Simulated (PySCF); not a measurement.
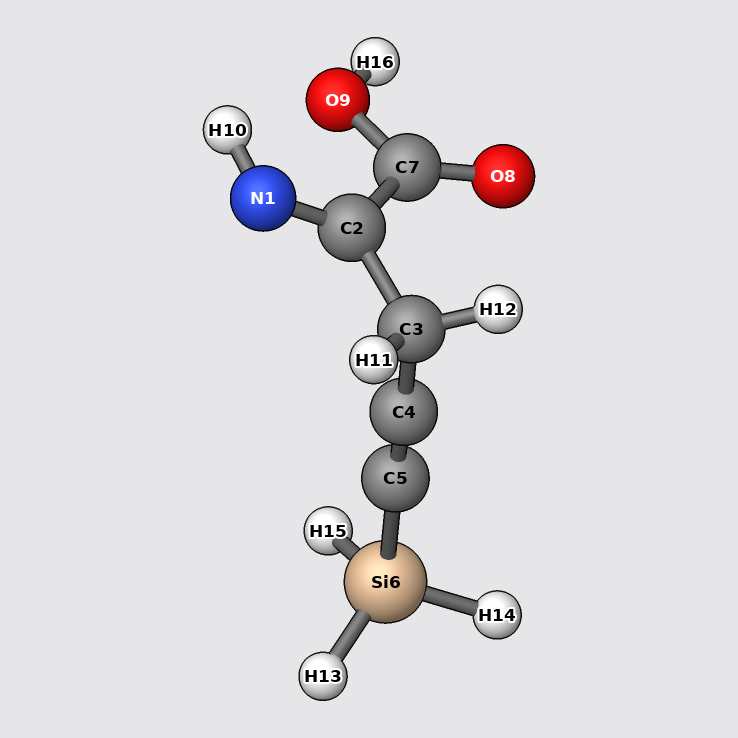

Computed geometry: GFN2-xTB optimisation. No frequency run is at hand to confirm it as a minimum. Level of theory: GIAO PBE0/pcSseg-1 NMR shielding, non-relativistic, gas phase (PySCF 2.14.0). Principal shieldings σ11 ≤ σ22 ≤ σ33, span Ω = σ33 − σ11, skew κ = 3(σiso − σ22)/Ω.

**Which O atom has the most anisotropic shielding?**

O8, with a span of 582 ppm.

Give the shielding tensors of the O atoms.

```tsv
atom	σ11	σ22	σ33	σiso	Ω	κ
O8	−297.4	−267.2	285.1	−93.2	582.5	0.90
O9	−22.9	179.5	243.2	133.3	266.0	−0.52
```

Shieldings and span in ppm.

The geometry is semi-empirical. Around Si such bond lengths and angles can be off by a tenth of an ångström or more and by several degrees, and values that hang on the shape move with them.
